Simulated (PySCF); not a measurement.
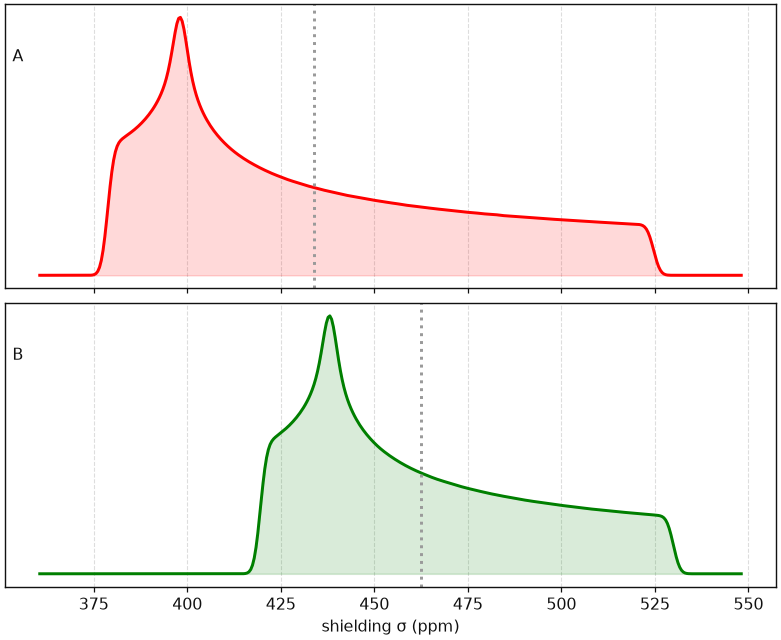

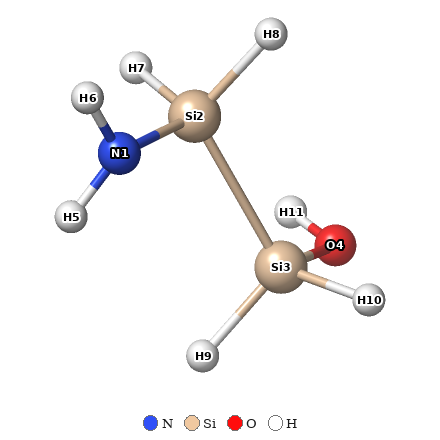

Static powder patterns (²⁹Si) from GIAO shielding tensors of Si₂NH₇O, SMILES N[SiH2][SiH2]O, PBE0/aug-cc-pVDZ with PySCF, at a PBE0-D3(BJ)/def2-SVP geometry (no frequency check); absolute shielding, one fixed geometry of the isolated molecule without any motion, no dipolar terms. The dotted line is the isotropic value; skew is 3(σiso − σ22)/span.

### The panels belong to Si2 and Si3. Which is which?

panel A: Si3, σ11, σ22, σ33 = 379, 398, 525 ppm, isotropic 434, span 146 ppm, skew 0.73; panel B: Si2, σ11, σ22, σ33 = 420, 438, 530 ppm, isotropic 463, span 110 ppm, skew 0.66.

Known limits of this run: one conformer of a flexible molecule.
